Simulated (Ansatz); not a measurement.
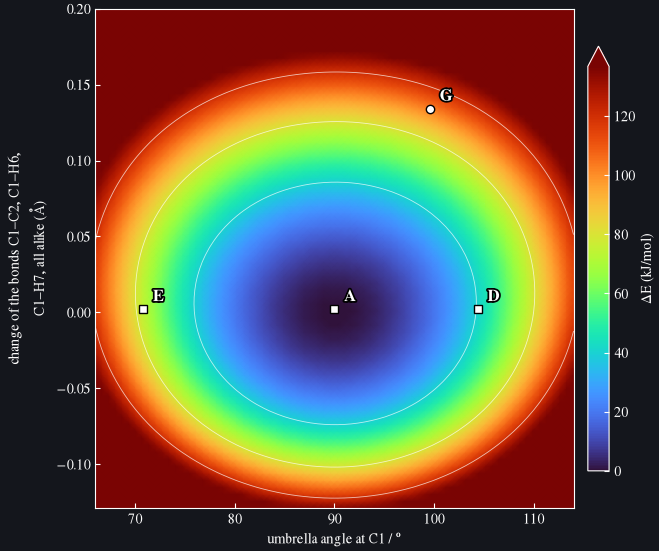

C3H5FSi, SMILES C=C1C[SiH]1F. 
- Coordinates scanned: (1) umbrella angle at C1 (between each of its bonds and their common axis; 90 is planar); (2) change of the bonds C1–C2, C1–H6, C1–H7, all alike.
- Nothing is relaxed (all other coordinates rigid).
- Grid: 11 × 11 points.
- Points are written as (first, second).
- Energies: kJ/mol, counted from the lowest grid point.
- These are results of Ansatz 0.2.0, RKS r2SCAN-D4/def2-SVP, not measurements.

In the figure: a smooth colour map with a few white contour lines, one colour for all values above the top of the scale, lettered points. Between grid points the surface is interpolated.

Is A the lowest point of the computed grid?

Yes. A, at (90.0°, 0.002 Å), has the lowest energy of the grid.

What kind of point is each of A, D, E, G: minimum, saddle, maximum or slope?

A: minimum; D: on a slope; E: on a slope; G: on a slope. (In these two coordinates alone; a stationary point may lie a little off the grid point.)
